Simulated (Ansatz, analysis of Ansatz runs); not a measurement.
## Migration in Li2CdCl4 (Imma): V_Li hop (4.4 Å), charge −1

How high is the barrier when Li changes place in Li2CdCl4 (Imma)? The case: V_Li hop (4.4 Å), charge −1, in a cell of 56 host atoms with 1 Li taken out.

Calculated with Ansatz 0.2.0; plane-wave PAW DFT, HSE06; nudged elastic band between two relaxed defect structures at fixed charge in a uniform background.

## 1. The starting structure

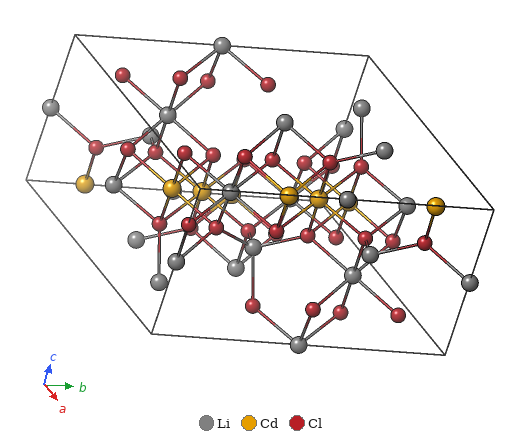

The starting structure, seen slightly off an axis (lithium grey, cadmium orange, chlorine red). Bonds to atoms that aren't drawn are left out. Some periodic images of atoms are drawn too.

The cell holds 55 atoms: 15 Li, 8 Cd and 32 Cl. Cell: a = 12.949 Å, b = 12.809 Å, c = 10.609 Å, α = 66.4°, β = 65.0°, γ = 48.6°. It derives from Li2CdCl4 (space group Imma). Nearest the centre at fractional (0.624, 0.624, 0.126): Li15 at 2.18 Å, Cl37 at 2.63 Å, Cl43 at 2.68 Å, Cl47 at 2.76 Å, Cl54 at 2.76 Å, Cl26 at 2.76 Å, Cl33 at 2.76 Å, Cd23 at 3.71 Å. The cell carries charge −1.

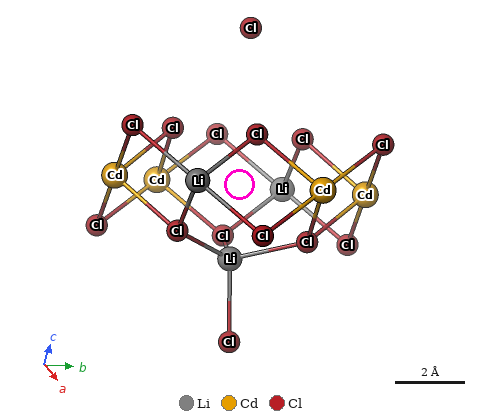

The atoms within 5 Å of the centre. A ring marks the middle of the ideal hop wherever no atom is near it. Bonds to atoms that aren't drawn are left out.

The cell's shortest repeat is 10.6 Å.

## 2. Relaxation of the start point, charge −1

A barrier is counted from a minimum, so both ends are relaxed first. Small random displacements break the symmetry of the ideal sites, so that the defect can distort if it gains by it. The charge of −1 is set by the electron count, and a uniform background keeps the cell neutral.

qm1.start/input.yaml

```yaml
crystal:
  lattice:
    - [0.0, 7.62069283, 10.46883193]
    - [7.38022985, 0.0, 10.46883193]
    - [7.38022985, 7.62069283, 0.0]
  atoms:
    - { symbol: Li, position: [0.1960546, 0.4460546, 0.0539454] }
    - { symbol: Li, position: [0.6960546, 0.9460546, 0.5539454] }
    - { symbol: Li, position: [0.9460546, 0.1960546, 0.8039454] }
    - { symbol: Li, position: [0.125, 0.625, 0.625] }
    - { symbol: Li, position: [0.375, 0.875, 0.875] }
    - { symbol: Li, position: [0.625, 0.125, 0.125] }
    - { symbol: Li, position: [0.875, 0.375, 0.375] }
    - { symbol: Li, position: [0.125, 0.125, 0.125] }
    - { symbol: Li, position: [0.375, 0.375, 0.375] }
    - { symbol: Li, position: [0.625, 0.625, 0.625] }
    - { symbol: Li, position: [0.875, 0.875, 0.875] }
    - { symbol: Li, position: [0.0539454, 0.8039454, 0.1960546] }
    - { symbol: Li, position: [0.3039454, 0.0539454, 0.4460546] }
    - { symbol: Li, position: [0.5539454, 0.3039454, 0.6960546] }
    - { symbol: Li, position: [0.8039454, 0.5539454, 0.9460546] }
    - { symbol: Cd, position: [0.0, 0.0, 0.5] }
    - { symbol: Cd, position: [0.25, 0.25, 0.75] }
    - { symbol: Cd, position: [0.5, 0.5, 0.0] }
    - { symbol: Cd, position: [0.75, 0.75, 0.25] }
    - { symbol: Cd, position: [0.0, 0.5, 0.5] }
    - { symbol: Cd, position: [0.25, 0.75, 0.75] }
    - { symbol: Cd, position: [0.5, 0.0, 0.0] }
    - { symbol: Cd, position: [0.75, 0.25, 0.25] }
    - { symbol: Cl, position: [0.13698115, 0.11817837, 0.88182163] }
    - { symbol: Cl, position: [0.38698115, 0.36817837, 0.13182163] }
    - { symbol: Cl, position: [0.63698115, 0.61817837, 0.38182163] }
    - { symbol: Cl, position: [0.88698115, 0.86817837, 0.63182163] }
    - { symbol: Cl, position: [0.2465624, 0.74965379, 0.5034376] }
    - { symbol: Cl, position: [0.4965624, 0.99965379, 0.7534376] }
    - { symbol: Cl, position: [0.7465624, 0.24965379, 0.0034376] }
    - { symbol: Cl, position: [0.9965624, 0.49965379, 0.2534376] }
    - { symbol: Cl, position: [0.11817837, 0.63698115, 0.86301885] }
    - { symbol: Cl, position: [0.36817837, 0.88698115, 0.11301885] }
    - { symbol: Cl, position: [0.61817837, 0.13698115, 0.36301885] }
    - { symbol: Cl, position: [0.86817837, 0.38698115, 0.61301885] }
    - { symbol: Cl, position: [0.24965379, 0.2465624, 0.00034621] }
    - { symbol: Cl, position: [0.49965379, 0.4965624, 0.25034621] }
    - { symbol: Cl, position: [0.74965379, 0.7465624, 0.50034621] }
    - { symbol: Cl, position: [0.99965379, 0.9965624, 0.75034621] }
    - { symbol: Cl, position: [0.00034621, 0.0034376, 0.24965379] }
    - { symbol: Cl, position: [0.25034621, 0.2534376, 0.49965379] }
    - { symbol: Cl, position: [0.50034621, 0.5034376, 0.74965379] }
    - { symbol: Cl, position: [0.75034621, 0.7534376, 0.99965379] }
    - { symbol: Cl, position: [0.13182163, 0.61301885, 0.38698115] }
    - { symbol: Cl, position: [0.38182163, 0.86301885, 0.63698115] }
    - { symbol: Cl, position: [0.63182163, 0.11301885, 0.88698115] }
    - { symbol: Cl, position: [0.88182163, 0.36301885, 0.13698115] }
    - { symbol: Cl, position: [0.0034376, 0.50034621, 0.7465624] }
    - { symbol: Cl, position: [0.2534376, 0.75034621, 0.9965624] }
    - { symbol: Cl, position: [0.5034376, 0.00034621, 0.2465624] }
    - { symbol: Cl, position: [0.7534376, 0.25034621, 0.4965624] }
    - { symbol: Cl, position: [0.11301885, 0.13182163, 0.36817837] }
    - { symbol: Cl, position: [0.36301885, 0.38182163, 0.61817837] }
    - { symbol: Cl, position: [0.61301885, 0.63182163, 0.86817837] }
    - { symbol: Cl, position: [0.86301885, 0.88182163, 0.11817837] }
total_charge: -1
basis:
  ecutwfc: 420
  xc_grid: 2
hamiltonian:
  xc: hse06
kpoints:
  mp_grid: { grid: [1, 1, 1], shift: [0.25, 0.25, 0.25] }
scf:
  occupations: { method: fixed }
  max_iter: 120
output:
  forces: true
relax:
  f_tol: 0.02
  max_steps: 70
  random_displacement: { amplitude: 0.03, seed: 4935 }
```

Command:

```console
ansatz run input.yaml --threads 32 --pin off --max-ram 84787MiB --backend cuda --events-out ev --progress --plain --runs-dir out --max-vram 78GiB
```

Output:

```text
Warning: kpoints.mp_grid.shift: disabling space-group detection — at a shift other than 0 and half a step a hybrid functional's run that is held to the crystal's symmetry can end above its lowest stat [...]
[...]
exact exchange: scf.exx.singularity resolves to wigner_seitz, which cuts the screened interaction at the faces of the exchange supercell's Wigner-Seitz cell, so that each pair interacts once, at the s [...]
Engine: ansatz 0.2.0, aarch64-unknown-linux-gnu
[...]
Pseudopotential: Li, paw, valence charge 3, recommended cutoff 420 eV (normal), Li.paw.azcp
Pseudopotential: Cd, paw, valence charge 20, recommended cutoff 420 eV (normal), Cd.paw.azcp
Pseudopotential: Cl, paw, valence charge 7, recommended cutoff 420 eV (normal), Cl.paw.azcp
Functional definition: HSE06
[...]
Crystal: 55 atoms, lattice volume = 1177.586 Å³
[...]
hybrid outer 2: dexx = +1.244e-6 eV, tail = 5.73e-8 eV, Δε = 2.91e-3 eV (about 7.41e-5 eV left of the loop's levels), ΔF = 3.66e-3 eV/Å (tail 5.84e-4)
[...]
SCF 5 converged in 4 iterations: F = -103782.833692 eV  dr2 = 4.49e-6
[...]
relax step   2: F+E_penalty+E_count = -103782.83341217 eV  Δ(F+E_penalty+E_count) = -3.008e-1 eV  max|allowed force component| = 2.186e-1 eV/Å  Δτ_max = 0.1440 Å  (15 SCF iters, dr2 threshold 4.28e-5  [...]
[...]
SCF 11 converged in 2 iterations: F = -103782.877382 eV  dr2 = 7.27e-10
[...]
SCF 17 converged in 8 iterations: F = -103782.886399 eV  dr2 = 1.13e-10
[...]
hybrid outer 3: dexx = +3.567e-9 eV, tail = 1.75e-9 eV, Δε = 1.36e-5 eV (about 1.80e-6 eV left of the loop's levels), ΔF = 7.42e-3 eV/Å (tail 4.61e-3)
[...]
relax step   5: F+E_penalty+E_count = -103782.88639728 eV  Δ(F+E_penalty+E_count) = -2.415e-3 eV  max|allowed force component| = 1.230e-2 eV/Å  Δτ_max = 0.0125 Å  (18 SCF iters, accepted)
[...]
--- Relaxed structure (5 steps of the walk, 5 accepted, 0 SCFs on fresh bases) ---
[...]
```

Run time: 24 s. Hardware: 1 × NVIDIA GB200 with 32 threads of Arm Neoverse V2, shared host; peak memory 2.4 GiB; 76 s of CPU time.

The steps of the relaxation:

| step | energy less that of the first step (eV) | largest force component (eV/Å) |
| --- | --- | --- |
| 1 | 0.0000 | 0.8280 |
| 2 | -0.3008 | 0.2186 |
| 3 | -0.3447 | 0.0541 |
| 4 | -0.3514 | 0.0262 |
| 5 | -0.3538 | 0.0123 |

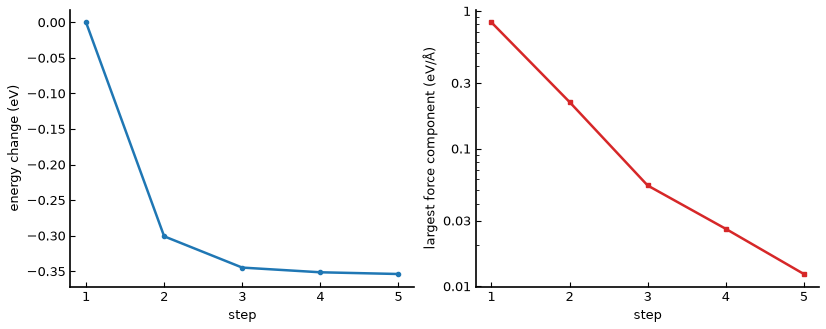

Energy and largest force along the relaxation.

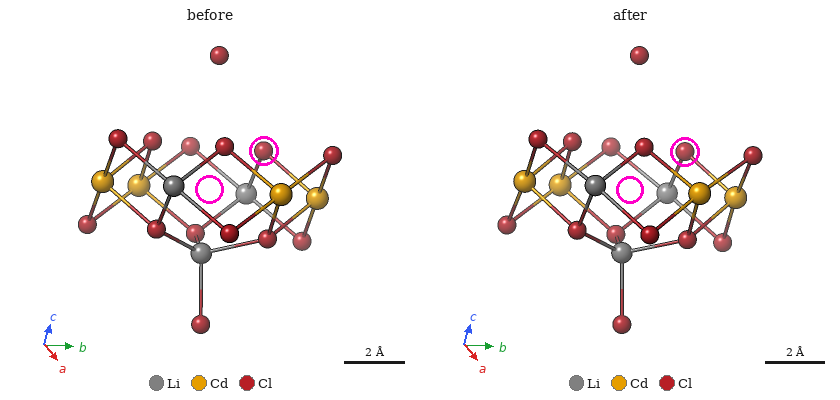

Before and after: the atoms that start within 5 Å of the centre. Cl33, which moves most, is ringed if it is among them. A ring with no atom in it marks the middle of the ideal hop. Bonds to atoms that aren't drawn are left out.

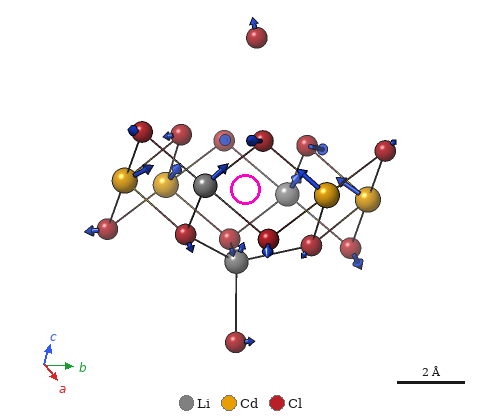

Displacements in the relaxation from the typed sites near the centre, exaggerated, the mean shift taken out; the longest in the cell stands for 0.10 Å. A ring marks the middle of the ideal hop wherever no atom is near it. Bonds to atoms that aren't drawn are left out.

The atoms that moved most (Å, from the sites as typed, ahead of the random displacement, the mean shift of all atoms taken out):

| atom | dx | dy | dz | length |
| --- | --- | --- | --- | --- |
| Cl33 | -0.001 | -0.102 | 0.007 | 0.102 |
| Cl26 | 0.001 | 0.097 | 0.005 | 0.097 |
| Li9 | -0.003 | 0.001 | 0.083 | 0.083 |
| Cd19 | 0.001 | 0.004 | -0.073 | 0.073 |
| Li4 | 0.013 | -0.002 | 0.071 | 0.072 |
| Cd22 | -0.007 | 0.000 | -0.072 | 0.072 |
| Cl24 | 0.001 | -0.065 | 0.004 | 0.065 |
| Cl35 | 0.000 | 0.061 | 0.002 | 0.061 |

Neighbours of Li15 at the end:

| atom | distance (Å) |
| --- | --- |
| Cl54 | 2.351 |
| Cl47 | 2.353 |
| Cl43 | 2.386 |
| Cl48 | 2.437 |
| Cd23 | 4.170 |
| Cd18 | 4.174 |
| Cl37 | 4.192 |
| Cl30 | 4.241 |

This step gave:

* free energy: -103782.8864 eV
* r.m.s. move of the farther half of the atoms: 0.04036 Å
* largest move from the ideal geometry of this structure, a common shift of the far atoms taken out: 0.1028 Å

The relaxation gained 0.354 eV and ended with a largest force component of 0.012 eV/Å.

## 3. Relaxation of the end point, charge −1

The end point is relaxed in the same cell and settings, so that the two energies compare. Atoms more than 3.2 Å from the middle of the hop start where the first relaxation left them, the nearer ones on or close to their ideal places, with small random displacements.

qm1.end/input.yaml

```yaml
crystal:
  lattice:
    - [0.0, 7.62069283, 10.46883193]
    - [7.38022985, 0.0, 10.46883193]
    - [7.38022985, 7.62069283, 0.0]
  atoms:
    - { symbol: Li, position: [0.19605955, 0.44490993, 0.0540424] }
    - { symbol: Li, position: [0.69601179, 0.9456061, 0.55353879] }
[... 4 atom lines left out ...]
    - { symbol: Li, position: [0.87001706, 0.37968823, 0.37702399] }
[... 7 atom lines left out ...]
    - { symbol: Li, position: [0.443876, 0.693876, 1.306124] }
[... 2 atom lines left out ...]
    - { symbol: Cd, position: [0.49866431, 0.50148248, 0.00517473] }
    - { symbol: Cd, position: [0.74651177, 0.74610463, 0.25400373] }
[... 2 atom lines left out ...]
    - { symbol: Cd, position: [0.49685986, -0.00414162, 0.00304183] }
    - { symbol: Cd, position: [0.74537922, 0.25555139, 0.25055332] }
[... 2 atom lines left out ...]
    - { symbol: Cl, position: [0.63698115, 0.61817837, 0.38182163] }
[... 6 atom lines left out ...]
    - { symbol: Cl, position: [0.36817837, 0.88698115, 0.11301885] }
[... 3 atom lines left out ...]
    - { symbol: Cl, position: [0.49965379, 0.4965624, 0.25034621] }
[... 5 atom lines left out ...]
    - { symbol: Cl, position: [0.75034621, 0.7534376, 0.99965379] }
[... 3 atom lines left out ...]
    - { symbol: Cl, position: [0.88182163, 0.36301885, 0.13698115] }
[... 6 atom lines left out ...]
    - { symbol: Cl, position: [0.61301885, 0.63182163, 0.86817837] }
    - { symbol: Cl, position: [0.86188234, 0.87873609, 0.12177302] }
total_charge: -1
basis:
  ecutwfc: 420
  xc_grid: 2
hamiltonian:
  xc: hse06
kpoints:
  mp_grid: { grid: [1, 1, 1], shift: [0.25, 0.25, 0.25] }
scf:
  occupations: { method: fixed }
  max_iter: 120
output:
  forces: true
relax:
  f_tol: 0.02
  max_steps: 70
  random_displacement: { amplitude: 0.01, seed: 4935 }
```

Output:

```text
[...]
Crystal: 55 atoms, lattice volume = 1177.586 Å³
[...]
SCF 1 converged in 9 iterations: F = -103726.791726 eV  dr2 = 1.84e-8
[...]
SCF 5 converged in 8 iterations: F = -103782.836447 eV  dr2 = 6.74e-6
[...]
relax step   2: F+E_penalty+E_count = -103782.83008958 eV  Δ(F+E_penalty+E_count) = -4.176e-1 eV  max|allowed force component| = 2.472e-1 eV/Å  Δτ_max = 0.1208 Å  (18 SCF iters, dr2 threshold 2.30e-5  [...]
[...]
SCF 11 converged in 2 iterations: F = -103782.878845 eV  dr2 = 8.30e-10
[...]
SCF 17 converged in 8 iterations: F = -103782.886940 eV  dr2 = 9.62e-11
[...]
--- Relaxed structure (5 steps of the walk, 5 accepted, 0 SCFs on fresh bases) ---
[...]
```

The job ended after 24 s (1 × NVIDIA GB200 with 32 threads; peak memory 2.5 GiB; 77 s of CPU time).

The steps of the relaxation:

| step | energy less that of the first step (eV) | largest force component (eV/Å) |
| --- | --- | --- |
| 1 | 0.0000 | 0.6062 |
| 2 | -0.4176 | 0.2472 |
| 3 | -0.4663 | 0.0498 |
| 4 | -0.4723 | 0.0238 |
| 5 | -0.4744 | 0.0062 |

The atoms that moved most (Å, from the sites as typed, ahead of the random displacement):

| atom | dx | dy | dz | length |
| --- | --- | --- | --- | --- |
| Li4 | -0.021 | 0.003 | -0.148 | 0.150 |
| Li10 | 0.095 | 0.055 | -0.003 | 0.110 |
| Li8 | 0.091 | -0.060 | -0.011 | 0.110 |
| Li7 | -0.099 | -0.002 | 0.000 | 0.099 |
| Cl47 | 0.001 | 0.097 | -0.012 | 0.098 |
| Cl54 | 0.000 | -0.096 | -0.014 | 0.097 |
| Li5 | -0.094 | 0.007 | 0.000 | 0.094 |
| Cd19 | -0.046 | -0.033 | 0.063 | 0.084 |

Neighbours of Li15 at the end:

| atom | distance (Å) |
| --- | --- |
| Cl33 | 2.351 |
| Cl26 | 2.351 |
| Cl37 | 2.388 |
| Cl28 | 2.436 |
| Cd22 | 4.169 |
| Cd19 | 4.172 |
| Cl43 | 4.190 |
| Cl50 | 4.236 |

Numbers from this step:

```yaml
free_energy: -103782.8869 eV
r_m_s_move_of_the_farther_half_of_the_atoms: 0.03863 Å
largest_move_from_the_ideal_geometry_of_this_structure_a_common_shift_of_the_far_atoms_taken_out: 0.09754 Å
```

The relaxation gained 0.474 eV and ended with a largest force component of 0.0061 eV/Å. The end lies within 1 meV of the start.

(Continued in part 2 of 2.)

[Logs are printed without paths, hosts, clocks, repeated set-up lines and the standing remarks that a program may print on its own settings, such as how far it seeks lower states.]

[Hosts, paths, dates, database ids (printed as entryN), source tags and the programs' standing remarks are cut or masked in the printed files.]
